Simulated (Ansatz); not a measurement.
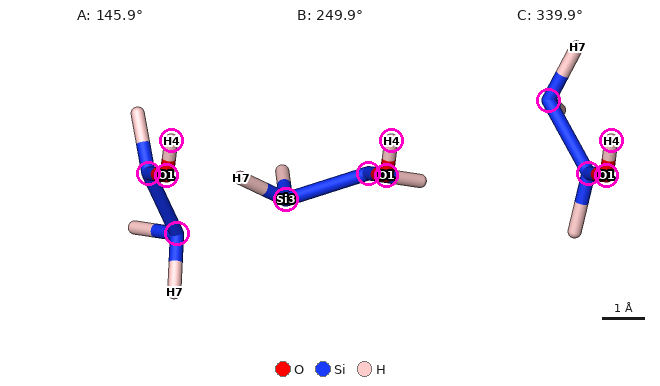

Energy scan for Si$_{2}$H$_{4}$O, in which one H–O–Si–Si dihedral angle is varied, with the rest of the molecule carried along rigidly. Style: stick. Shown almost along the central bond, with a slight tilt. The ringed atoms are those of the scanned coordinate.

Computed with Ansatz: CCSD(T), basis def2-TZVPP, on geometries moved rigidly from the minimum at PBE0-D4/def2-TZVP. Coupled cluster with a frozen core. Energies are counted from the PBE0-D4/def2-TZVP minimum geometry at the same level.

Q: Order these geometries by energy, lowest first.

A: Lowest first: C (the dihedral 339.9°, −19.4 meV), A (the dihedral 145.9°, 0.0 meV), B (the dihedral 249.9°, 134.8 meV). Over the whole scan: of the computed points the lowest is at the dihedral 339.9°, −19.4 meV. Further local minima among the points: 145.9° (0.0 meV). Local maxima lie at 69.9° (118.5 meV), 249.9° (134.8 meV). The highest point, at 249.9°, lies 154.2 meV above the lowest and gives an upper estimate of the barrier to rotation, since the rotor is rigid. At 9.9° to 339.9° the mean-field solution behind CCSD(T) isn't stable (a lower one of broken symmetry exists), so those energies are less reliable.
